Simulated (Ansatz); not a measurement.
AlCl2···H2 (doublet)

```csv
atom,x (Å),y (Å),z (Å)
Al,0.0000,0.0000,-0.8073
H,0.0000,0.0000,3.0959
Cl,1.8523,0.0000,-1.8982
Cl,-1.8523,0.0000,-1.8982
H,0.0000,0.0000,3.8578
```

All numbers below come from UKS B3LYP/cc-pVDZ (Ansatz 0.2.0).

Question: What can the converged electron density, electron localisation function and spin density tell about the bonding?

Answer: Al–Cl (2.15 Å): ρ is about 0.63 e/Å³ halfway; the ELF peaks at about 0.85 in the valence shell of Cl, 0.9 Å from its nucleus, and is about 0.75 at the midpoint.
H–H (0.76 Å): ρ at the midpoint is about 1.7 e/Å³; the ELF peaks at about 1 between the atoms.
The unpaired spin (1 electron) lies mostly on Al1 (about 0.8), Cl3 (about 0.1) and Cl4 (about 0.1), in electrons by Hirshfeld's partition.

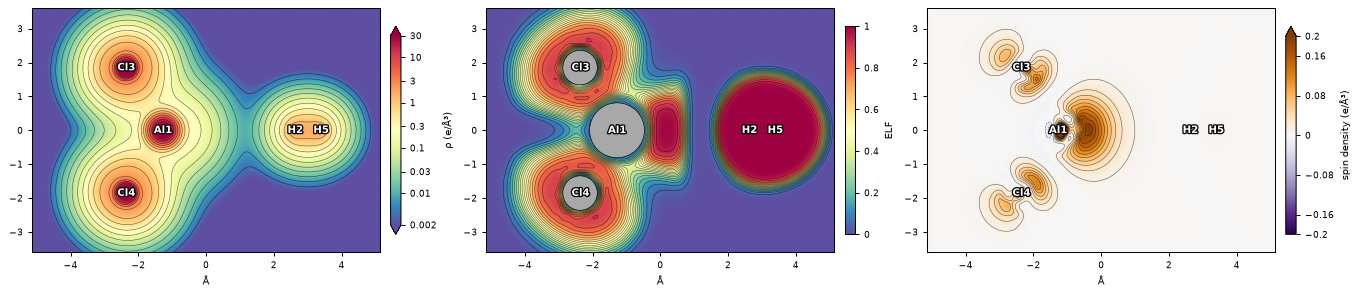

Computed electron density, electron localisation function and spin density on the molecular plane, in this order. Grey discs cover the atomic cores in the ELF map. 
